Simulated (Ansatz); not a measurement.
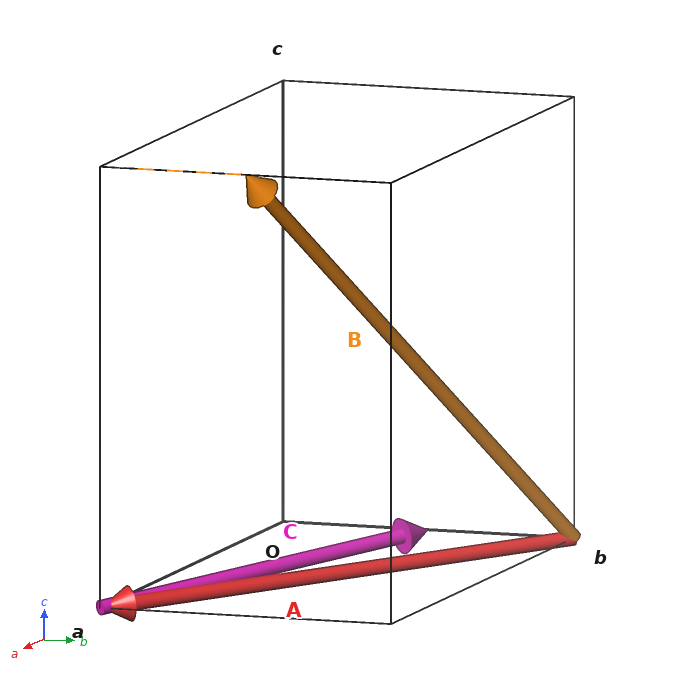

Crystal: Re, coordinates from a relaxation with DFT PBEsol, scalar-relativistic, plane waves, PAW in Ansatz 0.2.0. Each arrow starts at a corner of the unit cell and ends on its surface; where a tip isn't a corner, dashed lines run from it parallel to the axes. Symmetry computed with spglib at a tolerance of 0.002 Å; standard conventional cell.

a = 2.750 Å, b = 2.750 Å, c = 4.445 Å, α = 90.00°, β = 90.00°, γ = 120.00°.

Index the directions.

Arrow A runs from (0, 1, 0) to (1, 0, 0), so [1 −1 0], in four indices [1 −1 0 0]; Arrow B runs from (0, 1, 0) to (1, 1/2, 1), so [2 −1 2], in four indices [5 −4 −1 6]; Arrow C runs from (1, 0, 0) to (0, 1/2, 0), so [−2 1 0], in four indices [−5 4 1 0].

How long is the vector ua + vb + wc in each case, and what angles do the directions make?

A 4.763 Å; B 11.487 Å; C 7.275 Å. A–B: 51.5°. A–C: 169.1°. B–C: 129.3°.

In P6_3/mmc, No. 194, how many directions are equivalent to A (Laue class 6/mmm, both senses counted)?

6.
